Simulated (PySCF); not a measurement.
C$_{3}$H$_{10}$NOSi (doublet)

```xyz
16

C    -2.6856   -0.0016   -0.0815
N    -1.9996   -0.9014    0.8025
C    -0.6520   -0.7737    1.0246
Si    0.4815    0.1994   -0.0364
O     1.8875   -0.0455    0.7539
C     3.1344    0.4175    0.3659
H    -3.7001   -0.3620   -0.2474
H    -2.7321    1.0211    0.3122
H    -2.1550    0.0295   -1.0307
H    -2.5499   -1.2228    1.5872
H    -0.2793   -1.3936    1.8242
H     0.6155   -0.2260   -1.4495
H     0.1926    1.6501   -0.1007
H     3.4722   -0.0863   -0.5448
H     3.1183    1.4942    0.1751
H     3.8442    0.2103    1.1690
```

Geometry: GFN2-xTB.

All numbers below come from UKS B3LYP, pcH-1 on C H N O Si, non-relativistic, mean-field spin-orbit, GIAO (PySCF).

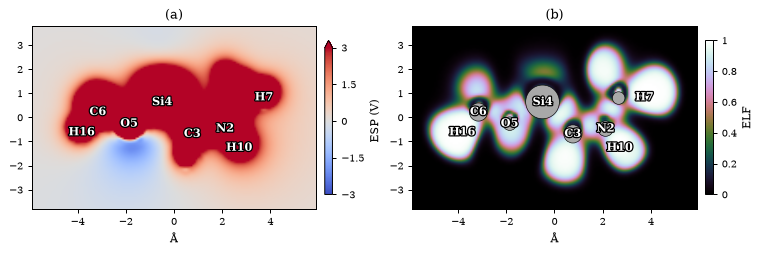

Figure 1. (a) electrostatic potential; (b) ELF on the plane of atoms Si4, O5 and C6. Grey discs cover the atomic cores in the ELF map.

Interpret the plot.

Answer. The plane passes through N, C, Si, O and H nuclei. C–N (1.37 Å): the ELF peaks at about 0.85 between the atoms: localised, covalent bonding. C–O (1.39 Å): the ELF peaks at about 0.80 between the atoms, as expected for a polar covalent bond. Si–O (1.63 Å): the ELF peaks at about 0.85 between the atoms (a polar covalent bond). C–Si (1.83 Å): the ELF peaks at about 0.95 between the atoms; a shared electron pair. N–H (1.01 Å): the ELF is about 1 at the midpoint; a covalent bond by its length. Outside the dense part of the molecule the potential is most negative (−2.1 V) near O5.

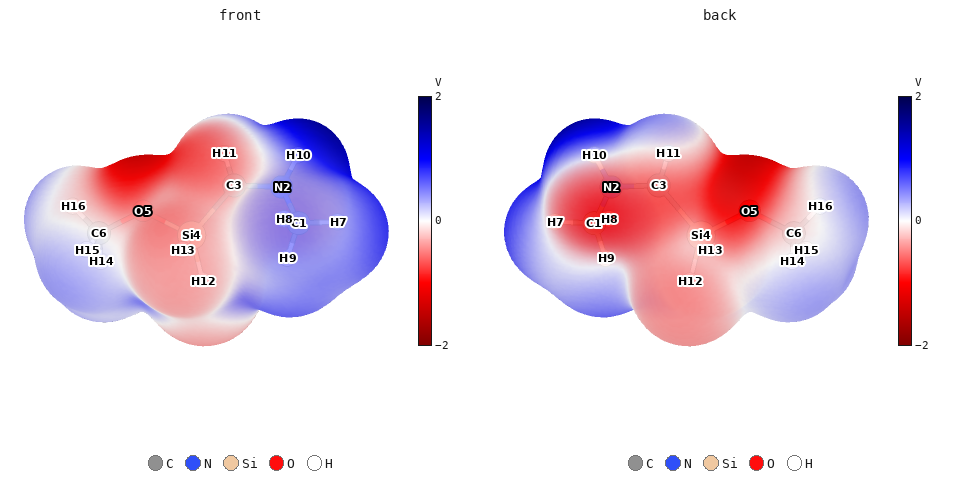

Figure 2. The molecular electrostatic potential painted on the density surface at 0.001 e/bohr³, seen from the front and from behind; red is negative and blue positive.

Which sites attract a positive test charge, and which a negative one?

Answer. A positive charge is drawn to the negative regions and a negative charge to the positive ones. The most negative region (about −1.3 V) lies over O5, the most positive (about +1.5 V) over H10. O5 is the likeliest acceptor of a hydrogen bond.
